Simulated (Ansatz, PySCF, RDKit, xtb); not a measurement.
# SiSbH5O: from the formula to a structure, part 2 of 2

Only the formula SiSbH5O is given. Aim: find the structure of lowest free energy at 298.15 K, then its properties.

xtb, Ansatz and PySCF; isolated molecules.

## 11. Free energies and the winner

Energies in kcal/mol from c138a; G adds the thermal terms to the CCSD(T)/def2-TZVP energy. The columns left of the relaxed level are at the tight-binding geometries.

| label | SMILES | spin | GFN2-xTB | HF/STO-3G | r2SCAN-D4/def2-SVP | r2SCAN-D4/def2-SVP, relaxed | HF/def2-TZVP | MP2/def2-TZVP | CCSD(T)/def2-TZVP | G | share at equilibrium | T1 |
| --- | --- | --- | --- | --- | --- | --- | --- | --- | --- | --- | --- | --- |
| c138a | O[SiH2][SbH2] | singlet | 0.0 | 0.0 | 0.0 | 0.0 | 0.0 | 0.0 | 0.0 | 0.0 | 57.0 % | 0.014 |
| c079 | O[SiH2][SbH2] | singlet | 1.6 | -3.3 | -1.7 | -0.3 | 0.4 | 0.2 | 0.1 | 0.2 | 40.8 % | 0.014 |
| c586a | [SiH3][O][SbH2] | singlet | -16.5 | 6.7 | 7.8 | 8.2 | 1.9 | 4.8 | 4.1 | 1.9 | 2.2 % | 0.014 |

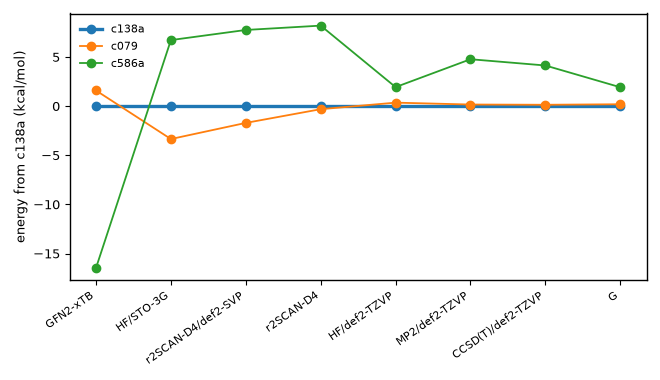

The finalists at each level, measured from c138a.

Lowest found: c138a, `O[SiH2][SbH2]`, a singlet of point group C1. Bond lengths: O1–Si3 1.674 Å, Sb2–Si3 2.576 Å, Si3–H4 1.500 Å, Si3–H5 1.499 Å, O1–H6 0.965 Å, Sb2–H7 1.718 Å, Sb2–H8 1.720 Å. Angles: O1–Si3–Sb2 105.2°, O1–Si3–H4 111.8°, O1–Si3–H5 111.3°, Sb2–Si3–H4 108.6°, Sb2–Si3–H5 112.8°, Si3–O1–H6 116.4°, Si3–Sb2–H7 90.7°, Si3–Sb2–H8 89.0°, H4–Si3–H5 107.2°, H7–Sb2–H8 90.7°.

```xyz
8

O    -1.6778   -0.3708    0.8798
Sb    0.4832    2.1675    0.1131
Si   -0.0120   -0.2214    0.9409
H     0.5100   -0.3616    2.3403
H     0.6589   -1.2738    0.1105
H    -2.0398   -1.2347    1.1114
H     0.4459    1.6326   -1.5187
H     2.1648    1.8200    0.2099
```

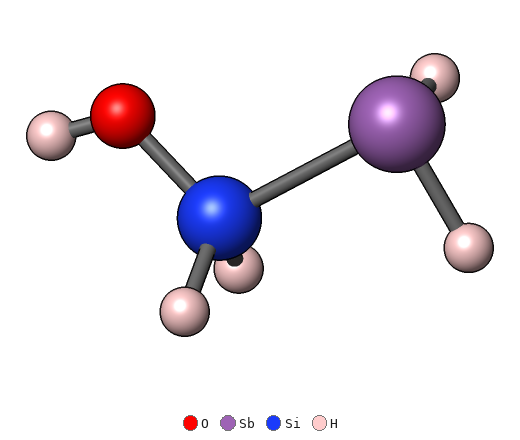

The lowest structure found, seen from a chosen angle (oxygen red, antimony purple, silicon blue, hydrogen pink).

## 12. Density, orbitals and dipole (PBE0/def2-TZVPD)

Contents of input.yaml:

```yaml
crystal:
  periodic: [false, false, false]
  atoms:
    - {symbol: O, position_ang: [-1.677842, -0.370795, 0.879832]}
    - {symbol: Sb, position_ang: [0.483174, 2.167459, 0.113110]}
    - {symbol: Si, position_ang: [-0.012014, -0.221432, 0.940881]}
    - {symbol: H, position_ang: [0.509953, -0.361564, 2.340302]}
    - {symbol: H, position_ang: [0.658941, -1.273776, 0.110516]}
    - {symbol: H, position_ang: [-2.039837, -1.234735, 1.111393]}
    - {symbol: H, position_ang: [0.445866, 1.632616, -1.518686]}
    - {symbol: H, position_ang: [2.164785, 1.820013, 0.209856]}
basis:
  gaussian:
    orbitals: def2-TZVPD
hamiltonian:
  xc: pbe0
output: {forces: true, orbitals: {seedname: orbitals}}
```

On the command line:

```console
$ ansatz run input.yaml --threads 2 --pin off --max-ram 4350MiB --events-out events.jsonl --progress --plain --runs-dir runs
```

What it wrote (excerpt; [...] marks lines left out):

```text
Warning: RAYON_NUM_THREADS=2 ignored (pool sized by the plan → 2); use --threads N
Functional definition: PBE0
  name "PBE0"
[...]
1218 factors; their error is unknown
[...]
mean field -16540.54155070 eV, -607.8536904063 hartree, gradient 2.2e-5 eV, S^2 0.000000; 0 other end points of the search recorded, 0 dependent functions left out
[...]
reference -16540.54159075 eV, -607.8536918782 hartree; 25, 25 occupied and 159, 159 virtual orbitals, 1218 factors
Total energy: -16540.54159075 eV, -607.8536918782 hartree
Atom 0 at    -1.677842    -0.370795     0.879832 Å, force     0.434476    -0.260796     0.116595 eV/Å
Atom 1 at     0.483174     2.167459     0.113110 Å, force     0.106050    -0.154629    -0.116460 eV/Å
Atom 2 at    -0.012014    -0.221432     0.940881 Å, force    -0.269024    -0.004641    -0.016626 eV/Å
Atom 3 at     0.509953    -0.361564     2.340302 Å, force    -0.105451    -0.012405    -0.125211 eV/Å
Atom 4 at     0.658941    -1.273776     0.110516 Å, force    -0.120789     0.091920     0.089120 eV/Å
Atom 5 at    -2.039837    -1.234735     1.111393 Å, force     0.082337     0.254142    -0.071371 eV/Å
Atom 6 at     0.445866     1.632616    -1.518686 Å, force    -0.012061     0.056506     0.110826 eV/Å
Atom 7 at     2.164785     1.820013     0.209856 Å, force    -0.115538     0.029902     0.013125 eV/Å
Dipole moment:    -0.032088    -0.233949     0.099187 e Å
```

Wall time 15 s (2 threads of AMD EPYC (Zen 3), shared host); peak memory 0.44 GiB.

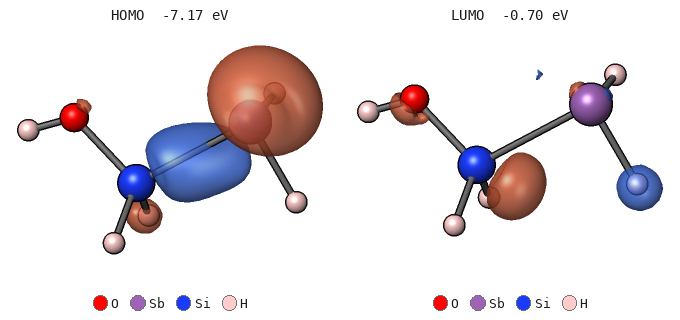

Frontier orbitals of this run, surfaces at ±0.2 Å^-3/2.

## 13. Frequencies after a tight-binding relaxation (GFN2-xTB)

Contents of start.xyz:

```xyz
8
c138a
O     -1.677842    -0.370795     0.879832
Sb     0.483174     2.167459     0.113110
Si    -0.012014    -0.221432     0.940881
H      0.509953    -0.361564     2.340302
H      0.658941    -1.273776     0.110516
H     -2.039837    -1.234735     1.111393
H      0.445866     1.632616    -1.518686
H      2.164785     1.820013     0.209856
```

On the command line:

```console
$ xtb start.xyz --gfn 2 --ohess tight
```

What it wrote (excerpt; [...] marks lines left out):

```text
* xtb version 6.7.1
[...]
          :  # basis functions                  29          :
[...]
          :  # electrons                        20          :
[...]
          :  Hamiltonian                  GFN2-xTB          :
[...]
          :  net charge                          0          :
          :  unpaired electrons                  0          :
[...]
   *** convergence criteria satisfied after 13 iterations ***
[...]
   *** GEOMETRY OPTIMIZATION CONVERGED AFTER 23 ITERATIONS ***
[...]
   *** convergence criteria satisfied after 3 iterations ***
[...]
         ::                     SUMMARY                     ::
         :::::::::::::::::::::::::::::::::::::::::::::::::::::
         :: total energy             -10.587789737353 Eh    ::
         :: gradient norm              0.000596546157 Eh/a0 ::
         :: HOMO-LUMO gap              3.880178968561 eV    ::
         ::.................................................::
         :: SCC energy               -10.646438736859 Eh    ::
         :: -> isotropic ES            0.039895637393 Eh    ::
         :: -> anisotropic ES          0.001694067202 Eh    ::
         :: -> anisotropic XC         -0.001318438197 Eh    ::
         :: -> dispersion             -0.005081532372 Eh    ::
         :: repulsion energy           0.058648999506 Eh    ::
         :: add. restraining           0.000000000000 Eh    ::
         :: total charge               0.000000000000 e     ::
         :::::::::::::::::::::::::::::::::::::::::::::::::::::
[...]
        10        2.0000           -0.3482742              -9.4770 (HOMO)
        11                         -0.2056803              -5.5968 (LUMO)
[...]
     #   Z          covCN         q      C6AA      α(0)
     1   8 O        1.579    -0.492    22.776     6.440
     2  51 Sb       2.816     0.164   371.904    36.718
     3  14 Si       3.540     0.462   100.238    19.300
     4   1 H        0.917    -0.110     5.921     3.806
     5   1 H        0.918    -0.079     4.876     3.454
     6   1 H        0.809     0.287     0.762     1.371
     7   1 H        0.941    -0.107     5.810     3.768
     8   1 H        0.940    -0.125     6.499     3.986
[...]
          | TOTAL ENERGY              -10.587789737354 Eh   |
          | TOTAL ENTHALPY            -10.539147095826 Eh   |
          | TOTAL FREE ENERGY         -10.577462407773 Eh   |
          | GRADIENT NORM               0.000596532622 Eh/α |
[...]
```

It took 0.59 s on 2 threads of AMD EPYC (Zen 3), shared host; peak memory 0.43 GiB.

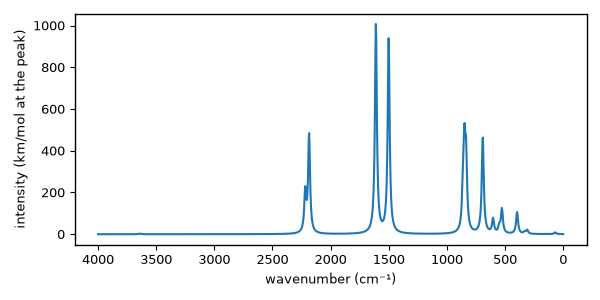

Harmonic infrared spectrum, unscaled, lines broadened by 10 cm⁻¹.

## 14. Electronic excitations (TD-PBE0/def2-SVPD)

An in-house driver calls PySCF's response routines at TD-PBE0/def2-SVPD; it has no typed input.

What it wrote:

```text
coarse grid: 31984 points
cycle   1  E = -605.9128100854  dE = -2.399e+01  |g| = 2.673e+00  |ddm| = 1.358e+01
cycle   2  E = -604.2102376190  dE =  1.703e+00  |g| = 3.231e+00  |ddm| = 1.422e+01
cycle   3  E = -607.5706875956  dE = -3.360e+00  |g| = 4.052e-01  |ddm| = 9.152e+00
cycle   4  E = -607.6344630808  dE = -6.378e-02  |g| = 2.283e-01  |ddm| = 1.195e+00
cycle   5  E = -607.6543023776  dE = -1.984e-02  |g| = 6.356e-02  |ddm| = 4.495e-01
cycle   6  E = -607.6554217777  dE = -1.119e-03  |g| = 1.949e-02  |ddm| = 8.726e-02
cycle   7  E = -607.6554779596  dE = -5.618e-05  |g| = 8.916e-03  |ddm| = 2.542e-02
cycle   8  E = -607.6554973182  dE = -1.936e-05  |g| = 1.202e-03  |ddm| = 1.193e-02
cycle   9  E = -607.6554978046  dE = -4.864e-07  |g| = 3.053e-04  |ddm| = 2.255e-03
final grid: 64040 points
cycle  10  E = -607.6554847326  dE = -2.789e-08  |g| = 2.801e-04  |ddm| = 1.809e-03
cycle  11  E = -607.6554847303  dE =  2.268e-09  |g| = 3.158e-04  |ddm| = 9.194e-04
cycle  12  E = -607.6554847664  dE = -3.609e-08  |g| = 6.305e-05  |ddm| = 4.441e-04
cycle  13  E = -607.6554847672  dE = -8.176e-10  |g| = 6.266e-06  |ddm| = 6.148e-05
converged SCF energy = -607.6554847672

Static polarisability (au): isotropic 80.089, principal 69.864 71.128 99.275

Singlet excitations
state   eV       nm        f      main configurations
  1   5.5274    224.3   0.04107   H->L 0.66, H->L+1 0.30
  2   5.8443    212.1   0.06120   H->L+1 0.61, H->L 0.23, H->L+2 0.09
  3   6.2128    199.6   0.06479   H->L+2 0.78, H->L+3 0.12
  4   6.3089    196.5   0.22699   H->L+3 0.77
  5   6.6203    187.3   0.07202   H-1->L 0.79
  6   6.9525    178.3   0.02177   H-2->L 0.43, H-1->L+1 0.42
  7   7.0376    176.2   0.02522   H-1->L+1 0.38, H-2->L 0.32
  8   7.3065    169.7   0.09119   H-1->L+2 0.60, H->L+4 0.12

Triplet excitations (Tamm-Dancoff, eV): 4.6539 4.8764 5.6368
```

Wall time 18 s (2 threads of AMD EPYC (Zen 3), shared host); peak memory 0.47 GiB.

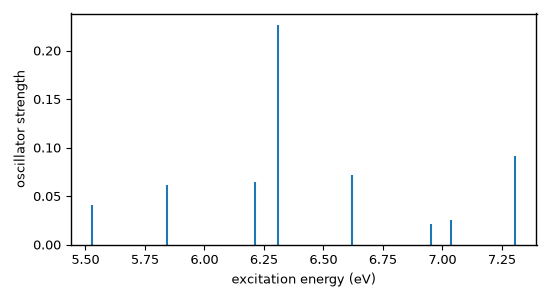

Vertical excitations as sticks.

The roots found:

| excited state | energy (eV) | strength |
| --- | --- | --- |
| 1 | 5.527 | 0.0411 |
| 2 | 5.844 | 0.0612 |
| 3 | 6.213 | 0.0648 |
| 4 | 6.309 | 0.2270 |
| 5 | 6.620 | 0.0720 |
| 6 | 6.952 | 0.0218 |
| 7 | 7.038 | 0.0252 |
| 8 | 7.306 | 0.0912 |

## 15. The cation at the same geometry (PBE0/def2-TZVPD)

input.yaml, as its differences from that of step 12:

```diff
@@ -14,4 +14,7 @@
     orbitals: def2-TZVPD
+total_charge: 1
+magnetization:
+  spin_polarized: true
+  initial_magnetization: 1
 hamiltonian:
   xc: pbe0
-output: {forces: true, orbitals: {seedname: orbitals}}
```

On the command line:

```console
$ ansatz run input.yaml --threads 2 --pin off --max-ram 4350MiB --events-out events.jsonl --progress --plain --runs-dir runs
```

What it wrote:

```text
Warning: RAYON_NUM_THREADS=2 ignored (pool sized by the plan → 2); use --threads N
[... 2 set-up lines as earlier in the session ...]
  parameter a = 0.25
  parameter kappa = 0.804
  parameter beta = 0.06672455060314922
  exchange = (1 - a)*pbe_x(kappa = kappa, mu = beta*pi^2/3) + a*exact_x
  correlation = pbe_c(beta = beta)
1218 factors; their error is unknown
mean field evaluation 1: about -16518.3480 eV, gradient 6.0e1 eV
mean field evaluation 2: about -16333.2188 eV, gradient 1.3e2 eV
mean field evaluation 4: about -16530.1785 eV, gradient 1.6e1 eV
mean field evaluation 8: about -16531.2174 eV, gradient 4.2e-1 eV
mean field evaluation 16: about -16531.3897 eV, gradient 3.4e-3 eV
mean field -16531.38966467 eV, -607.5173647982 hartree, gradient 1.5e-5 eV, S^2 0.756240; 2 other end points of the search recorded, 0 dependent functions left out
reference -16531.38970671 eV, -607.5173663431 hartree; 25, 24 occupied and 159, 160 virtual orbitals, 1218 factors
Total energy: -16531.38970671 eV, -607.5173663431 hartree
```

Run time: 27 s. Hardware: 2 threads of AMD EPYC (Zen 3), shared host; peak memory 0.54 GiB.

Difference from the parent: 9.15 eV.

## 16. The anion at the same geometry (PBE0/def2-TZVPD)

Contents of input.yaml:

```yaml
crystal:
  periodic: [false, false, false]
  atoms:
    - symbol: O
      position_ang: [-1.677842, -0.370795, 0.879832]
    - symbol: Sb
      position_ang: [0.483174, 2.167459, 0.113110]
    - symbol: Si
      position_ang: [-0.012014, -0.221432, 0.940881]
    - symbol: H
      position_ang: [0.509953, -0.361564, 2.340302]
    - symbol: H
      position_ang: [0.658941, -1.273776, 0.110516]
    - symbol: H
      position_ang: [-2.039837, -1.234735, 1.111393]
    - symbol: H
      position_ang: [0.445866, 1.632616, -1.518686]
    - symbol: H
      position_ang: [2.164785, 1.820013, 0.209856]
basis:
  gaussian: {orbitals: def2-TZVPD}
magnetization: {spin_polarized: true, initial_magnetization: 1}
total_charge: -1
scf: {lower_state_search: off}
hamiltonian: {xc: {name: PBE0}}
```

On the command line:

```console
$ ansatz run input.yaml --threads 2 --pin off --max-ram 4350MiB --events-out events.jsonl --progress --plain --runs-dir runs
```

What it wrote (excerpt; [...] marks lines left out):

```text
Warning: RAYON_NUM_THREADS=2 ignored (pool sized by the plan → 2); use --threads N
[... 2 set-up lines as earlier in the session ...]
[...]
1218 factors; their error is unknown
[...]
mean field -16540.01660485 eV, -607.8343990023 hartree, gradient 5.9e-6 eV, S^2 0.752053; 0 other end points of the search recorded, 0 dependent functions left out
reference -16540.01664460 eV, -607.8344004629 hartree; 26, 25 occupied and 158, 159 virtual orbitals, 1218 factors
Total energy: -16540.01664460 eV, -607.8344004629 hartree
Checks for a lower state left out: stability, starts, cluster_reference, orbital_swaps, neighbouring_geometries, increment
```

Run time: 17 s. Hardware: 2 threads of AMD EPYC (Zen 3), shared host; peak memory 0.48 GiB.

Parent less the species with the added electron: -0.52 eV. The extra electron isn't bound at this geometry, so the number measures the basis, not the molecule.

## 17. The triplet at the same geometry (PBE0/def2-TZVPD)

input.yaml, as its differences from that of step 16:

```diff
@@ -21,5 +21,3 @@
   gaussian: {orbitals: def2-TZVPD}
-magnetization: {spin_polarized: true, initial_magnetization: 1}
-total_charge: -1
-scf: {lower_state_search: off}
-hamiltonian: {xc: {name: PBE0}}
+magnetization: {spin_polarized: true, initial_magnetization: 2}
+hamiltonian: {xc: pbe0}
```

On the command line:

```console
$ ansatz run input.yaml --threads 2 --pin off --max-ram 4350MiB --events-out events.jsonl --progress --plain --runs-dir runs
```

What it wrote (excerpt; [...] marks lines left out):

```text
Warning: RAYON_NUM_THREADS=2 ignored (pool sized by the plan → 2); use --threads N
[... 7 set-up lines as earlier in the session ...]
1218 factors; their error is unknown
mean field evaluation 1: about -16528.0261 eV, gradient 4.2e1 eV
mean field evaluation 2: about -16417.6996 eV, gradient 1.3e2 eV
mean field evaluation 4: about -16534.9057 eV, gradient 9.7e0 eV
mean field evaluation 8: about -16535.7267 eV, gradient 4.6e-1 eV
mean field evaluation 16: about -16535.9392 eV, gradient 7.5e-2 eV
mean field evaluation 32: about -16535.9393 eV, gradient 6.0e-5 eV
mean field -16535.93932294 eV, -607.6845616558 hartree, gradient 1.2e-5 eV, S^2 2.005980; 7 other end points of the search recorded, 0 dependent functions left out
reference -16535.93937600 eV, -607.6845636058 hartree; 26, 24 occupied and 158, 160 virtual orbitals, 1218 factors
Total energy: -16535.93937600 eV, -607.6845636058 hartree
```

Run time: 53 s. Hardware: 2 threads of AMD EPYC (Zen 3), shared host; peak memory 0.56 GiB.

It lies 4.60 eV above the singlet.

## 18. Stability of the closed-shell solution (PBE0/def2-SVP)

Contents of calc.py:

```python
# O[SiH2][SbH2]
from pyscf import gto, dft

system = gto.M(
    atom=[
    ('O', (-1.677842, -0.370795, 0.879832)),
    ('Sb', (0.483174, 2.167459, 0.113110)),
    ('Si', (-0.012014, -0.221432, 0.940881)),
    ('H', (0.509953, -0.361564, 2.340302)),
    ('H', (0.658941, -1.273776, 0.110516)),
    ('H', (-2.039837, -1.234735, 1.111393)),
    ('H', (0.445866, 1.632616, -1.518686)),
    ('H', (2.164785, 1.820013, 0.209856)),
],
    spin=0,
    verbose=3,
    ecp={'Sb': 'def2-svp'},
    basis='def2-svp',
    max_memory=3100,
)

mf = dft.RKS(system)
mf.xc = 'pbe0'
mf = mf.density_fit(auxbasis='def2-universal-jkfit')
mf.grids.level = 3
mf.max_cycle = 100
mf.kernel()
if not mf.converged:
    mf = mf.newton().run(mf.mo_coeff, mf.mo_occ)

e_tot = mf.e_tot
print('Final energy', e_tot)
mo_i, mo_e, stable_i, stable_e = mf.stability(internal=True, external=True, return_status=True)
print('stable: internal', stable_i, 'external', stable_e)
```

On the command line:

```console
$ OMP_NUM_THREADS=2 python calc.py
```

What it wrote:

```text
converged SCF energy = -607.640934131401
Final energy -607.6409341314013
<class 'pyscf.df.df_jk.DFRKS'> wavefunction is stable in the internal stability analysis
<class 'pyscf.df.df_jk.DFRKS'> wavefunction is stable in the real -> complex stability analysis
<class 'pyscf.df.df_jk.DFRKS'> wavefunction is stable in the RHF/RKS -> UHF/UKS stability analysis
stable: internal True external True
```

It took 1.7 min on 2 threads of AMD EPYC (Zen 3), shared host; peak memory 0.49 GiB.

## 19. Results

The summary covers parts 1 to 2.

| quantity | value |
| --- | --- |
| lowest structure found | O[SiH2][SbH2], singlet, C1 |
| next finalist | O[SiH2][SbH2], singlet, 0.2 kcal/mol higher in G |
| share at equilibrium, among the finalists | 57.0 % |
| funnel | 18 starts, 17 minima at GFN2-xTB, 7 screening runs, 3 relaxed, 3 ranked |
| CPU time of all runs | 34 min |
| harmonic wavenumbers, lowest and highest (r2SCAN-D4/def2-SVP) | 90 and 3868 cm⁻¹ |
| rotational constants, same geometry | 0.4774, 0.05836, 0.05396 cm⁻¹ |
| dipole moment (PBE0/def2-TZVPD) | 1.23 D |
| HOMO energy (PBE0/def2-TZVPD) | -7.17 eV |
| LUMO energy (PBE0/def2-TZVPD) | -0.70 eV |
| HOMO–LUMO gap (PBE0/def2-TZVPD) | 6.48 eV |
| lowest excitation (TD-PBE0/def2-SVPD) | 5.53 eV (f = 0.041) |
| strongest of the states computed, same level | 6.31 eV (f = 0.227) |
| lowest triplet excitation, same level, Tamm-Dancoff | 4.65 eV |
| vertical ionisation energy | 9.15 eV |
| vertical electron affinity | -0.52 eV (unbound: the value depends on the basis) |
| vertical triplet less singlet | +4.60 eV |

In words: The search ends on `O[SiH2][SbH2]`. The next finalist is drawn with the same bonds. At 0.2 kcal/mol the two aren't resolved. HF/STO-3G, r2SCAN-D4/def2-SVP, r2SCAN-D4/def2-SVP, relaxed, HF/def2-TZVP and MP2/def2-TZVP already put its bonding pattern lowest among the structures in one piece; GFN2-xTB favours the singlet [SiH3][O][SbH2]. The largest share of the time went into the vibrations (36 %). Spin-orbit coupling, which matters for elements this heavy, is left out. One minimum inside the window was never screened. The search is not exhaustive (a finite list of starts, one conformer a finalist), so a lower isomer can't be ruled out. Patterns outside the rules of the enumeration were met only by chance.
